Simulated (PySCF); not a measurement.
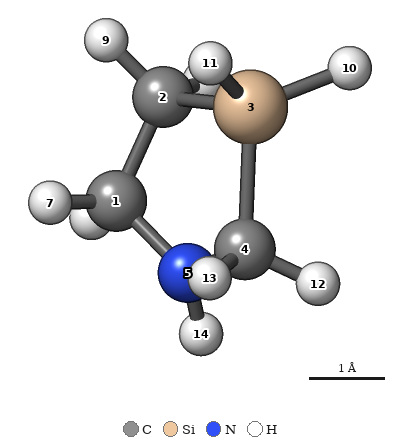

The starting structure (ball-and-stick view, seen at a tilt; atoms are numbered from 1 in the order of the input).

Saddle-point search, with input and output: C3H9NSi

System: C3H9NSi.
Method: PBE0-D3(BJ)/def2-SVP saddle search from the GFN2-xTB point and Hessian, gas phase (PySCF 2.14.0).

### What the program printed
```
step      E/eV     max force
  0    -12610.34013   1.1220
  1    -12610.39655   0.2529
  2    -12610.39830   0.0712
  3    -12610.39867   0.0313
  4    -12610.39878   0.0281
  5    -12610.39882   0.0094
```

### Trajectory as extended XYZ (Å, eV, eV/Å), 6 frames, from step=0 to step=5
```
14
Properties=species:S:1:pos:R:3:forces:R:3 step=0 energy=-12610.34013
C    -0.9549   -0.7810    0.4789    0.4360   0.1510  -0.0640
C    -1.2036    0.5676   -0.2221    0.1920  -0.0980   0.2370
Si    0.5346    1.3356   -0.3439   -0.4610  -1.0120   0.1490
C     1.4030   -0.3317    0.0410   -0.1440  -0.2920   0.2040
N     0.3252   -1.2798    0.0826   -0.1370   0.4220  -0.2460
H    -1.7265   -1.5141    0.2316   -0.2540  -0.1920   0.0090
H    -0.9881   -0.6157    1.5715   -0.2210   0.0200   0.2680
H    -1.6176    0.3920   -1.2152   -0.0410   0.0010  -0.4370
H    -1.9290    1.1619    0.3288   -0.2800   0.3570   0.2000
H     0.8351    1.8498   -1.6822    0.1500   0.2760  -0.4880
H     0.7965    2.3555    0.6757    0.1270   0.4480   0.3320
H     2.1275   -0.6194   -0.7233    0.3150   0.0350  -0.2740
H     1.9491   -0.2982    0.9990    0.2780   0.2430   0.2030
H     0.4487   -2.2223   -0.2224    0.0420  -0.3600  -0.0920
14
Properties=species:S:1:pos:R:3:forces:R:3 step=1 energy=-12610.39655
C    -0.9574   -0.7931    0.4824   -0.1090  -0.0360   0.0990
C    -1.2192    0.5670   -0.1984   -0.0380   0.0170  -0.0630
Si    0.5243    1.2987   -0.3446    0.0590   0.1270   0.0180
C     1.4196   -0.3473    0.0653    0.0460   0.0350   0.0130
N     0.3316   -1.2846    0.0947    0.0370  -0.2190  -0.1210
H    -1.7297   -1.5358    0.2164    0.0530   0.0360   0.0150
H    -1.0410   -0.6512    1.5858    0.0150  -0.0150  -0.0650
H    -1.6280    0.4151   -1.2126    0.0440   0.0100   0.0340
H    -1.9366    1.1906    0.3577    0.0410  -0.0040  -0.0030
H     0.8384    1.8334   -1.7081   -0.0280  -0.0630  -0.0050
H     0.8197    2.4007    0.6310   -0.0290  -0.0720  -0.0010
H     2.1632   -0.6090   -0.7077   -0.0550   0.0140   0.0110
H     1.9816   -0.2693    1.0233   -0.0260  -0.0010  -0.0180
H     0.4336   -2.2152   -0.2851   -0.0110   0.1720   0.0840
14
Properties=species:S:1:pos:R:3:forces:R:3 step=2 energy=-12610.39830
C    -0.9600   -0.7958    0.4809    0.0370   0.0130  -0.0240
C    -1.2166    0.5715   -0.1917    0.0010  -0.0070   0.0190
Si    0.5274    1.3030   -0.3436   -0.0240  -0.0630  -0.0230
C     1.4200   -0.3416    0.0736   -0.0260  -0.0060  -0.0060
N     0.3338   -1.2837    0.0944   -0.0080   0.0020   0.0010
H    -1.7266   -1.5369    0.2032   -0.0070   0.0000  -0.0010
H    -1.0476   -0.6657    1.5826    0.0080   0.0050   0.0040
H    -1.6248    0.4290   -1.2056    0.0000   0.0020  -0.0020
H    -1.9258    1.1971    0.3714    0.0030  -0.0060  -0.0040
H     0.8242    1.7900   -1.7280    0.0080   0.0270   0.0310
H     0.8198    2.4025    0.6287    0.0080   0.0200  -0.0160
H     2.1628   -0.5996   -0.6992   -0.0010   0.0000  -0.0010
H     1.9767   -0.2656    1.0330   -0.0020  -0.0060   0.0110
H     0.4367   -2.2041   -0.2999    0.0030   0.0180   0.0100
14
Properties=species:S:1:pos:R:3:forces:R:3 step=3 energy=-12610.39867
C    -0.9581   -0.7972    0.4803    0.0070   0.0050  -0.0190
C    -1.2174    0.5703   -0.1899    0.0040   0.0010   0.0010
Si    0.5262    1.2996   -0.3472    0.0040   0.0140   0.0190
C     1.4181   -0.3428    0.0773   -0.0060  -0.0020  -0.0080
N     0.3331   -1.2858    0.0899    0.0090  -0.0180  -0.0040
H    -1.7270   -1.5372    0.2067   -0.0060  -0.0050   0.0000
H    -1.0391   -0.6666    1.5821    0.0000   0.0030   0.0130
H    -1.6293    0.4301   -1.2026   -0.0060  -0.0030  -0.0010
H    -1.9232    1.1960    0.3768   -0.0020  -0.0010  -0.0010
H     0.8267    1.7929   -1.7273    0.0000  -0.0030  -0.0080
H     0.8218    2.4092    0.6147   -0.0040  -0.0110  -0.0030
H     2.1676   -0.6000   -0.6889    0.0030  -0.0050   0.0010
H     1.9651   -0.2664    1.0425    0.0010  -0.0020  -0.0010
H     0.4355   -2.2021   -0.3145   -0.0040   0.0290   0.0110
14
Properties=species:S:1:pos:R:3:forces:R:3 step=4 energy=-12610.39878
C    -0.9581   -0.7946    0.4824    0.0050   0.0010  -0.0090
C    -1.2171    0.5691   -0.1949    0.0000   0.0000   0.0000
Si    0.5260    1.3010   -0.3442   -0.0030  -0.0050   0.0020
C     1.4184   -0.3437    0.0719   -0.0010  -0.0010   0.0000
N     0.3327   -1.2855    0.0938    0.0040  -0.0230  -0.0110
H    -1.7277   -1.5358    0.2133   -0.0020  -0.0030   0.0000
H    -1.0387   -0.6578    1.5837   -0.0010   0.0010   0.0100
H    -1.6237    0.4227   -1.2090    0.0010   0.0000  -0.0020
H    -1.9283    1.1946    0.3652    0.0010   0.0020   0.0000
H     0.8292    1.8042   -1.7203    0.0010   0.0020  -0.0010
H     0.8175    2.4010    0.6288    0.0010   0.0010   0.0010
H     2.1621   -0.6022   -0.6999   -0.0020   0.0000  -0.0010
H     1.9736   -0.2680    1.0325    0.0010   0.0000   0.0010
H     0.4342   -2.2050   -0.3034   -0.0040   0.0260   0.0100
14
Properties=species:S:1:pos:R:3:forces:R:3 step=5 energy=-12610.39882
C    -0.9592   -0.7922    0.4859    0.0040   0.0020   0.0010
C    -1.2167    0.5667   -0.2011   -0.0040   0.0000   0.0000
Si    0.5254    1.3021   -0.3395    0.0010   0.0040   0.0020
C     1.4185   -0.3452    0.0652    0.0030  -0.0040  -0.0020
N     0.3321   -1.2860    0.1017    0.0020   0.0030   0.0000
H    -1.7285   -1.5352    0.2205    0.0000   0.0010   0.0010
H    -1.0420   -0.6481    1.5866    0.0020   0.0000  -0.0040
H    -1.6127    0.4129   -1.2185    0.0020   0.0010   0.0040
H    -1.9349    1.1934    0.3488    0.0020  -0.0020  -0.0020
H     0.8324    1.8216   -1.7089    0.0000  -0.0030   0.0020
H     0.8141    2.3927    0.6456   -0.0040  -0.0080  -0.0030
H     2.1510   -0.6035   -0.7177   -0.0030   0.0010   0.0040
H     1.9879   -0.2700    1.0176   -0.0030   0.0000  -0.0020
H     0.4326   -2.2091   -0.2861   -0.0010   0.0040  -0.0010
```

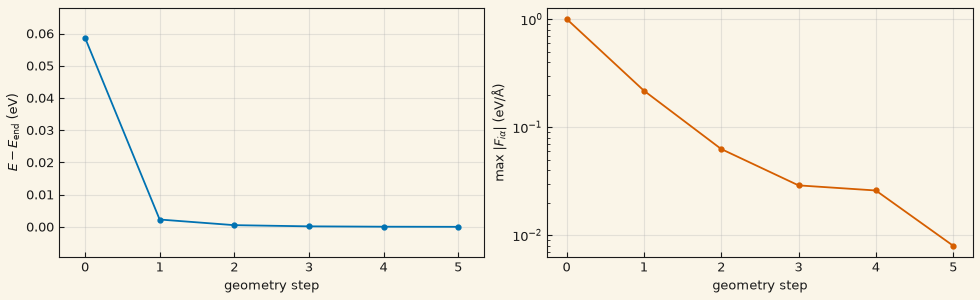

Progress of the saddle-point search, step by step (steps are counted from 0).

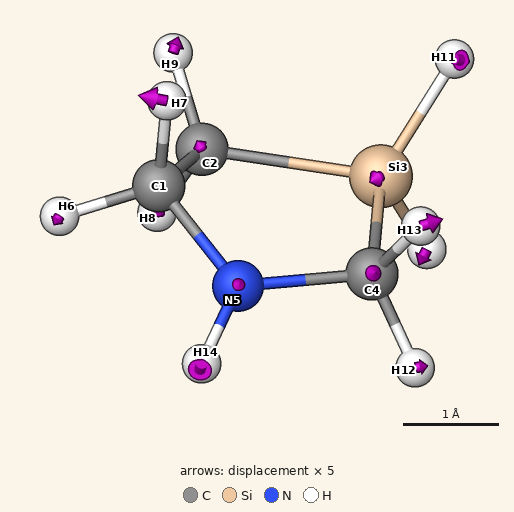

The starting structure with the displacements as pink arrows, magnified 5 times (ball-and-stick view, seen at a tilt). The two geometries are laid on each other by the best rigid fit. The atom that moves furthest after the best rigid fit is H14 (0.067 Å). By element the largest moves are H 0.067 Å, Si 0.035 Å, C 0.032 Å, N 0.021 Å. Distances before and after: Si3–H11 1.466 → 1.498 Å, Si3–H10 1.465 → 1.496 Å, C1–H6 1.093 → 1.102 Å, C4–H13 1.103 → 1.112 Å. Among the angles that change: H10–Si3–H11 110.8° → 108.0°, N5–C4–H13 111.5° → 114.2°, Si3–C2–H8 110.7° → 108.5°. After 5 geometry steps the energy has fallen by 0.059 eV. Largest force component: 1 eV/Å at the start, 0.008 eV/Å at the end. (Atoms are counted from 1 in the order of the input.)

This output came from the following input.

### Input
```
{"job": {"xc": "PBE0", "basis": "def2-SVP", "kind": "refine"}, "charge": 0, "multiplicity": 1}
C     -0.954895    -0.781018     0.478937
C     -1.203586     0.567566    -0.222063
Si     0.534646     1.335563    -0.343937
C      1.402988    -0.331676     0.041008
N      0.325246    -1.279803     0.082621
H     -1.726516    -1.514098     0.231642
H     -0.988119    -0.615724     1.571538
H     -1.617625     0.391965    -1.215248
H     -1.929019     1.161885     0.328790
H      0.835090     1.849826    -1.682170
H      0.796468     2.355460     0.675669
H      2.127519    -0.619443    -0.723337
H      1.949087    -0.298182     0.998963
H      0.448715    -2.222320    -0.222416
```

The first line tells a small driver script what to run in PySCF; the rest is the geometry in Å.

Run as:
```bash
OMP_NUM_THREADS=1 python <driver script> task.json out
```

### Results in brief

```json
{"quantity": "outcome", "value": "converged"}
{"quantity": "total energy", "value": "−463.423613 hartree"}
{"quantity": "hardware", "value": "1 CPU thread, shared host"}
{"quantity": "wall time", "value": "47 s"}
{"quantity": "peak memory", "value": "0.55 GiB"}
```
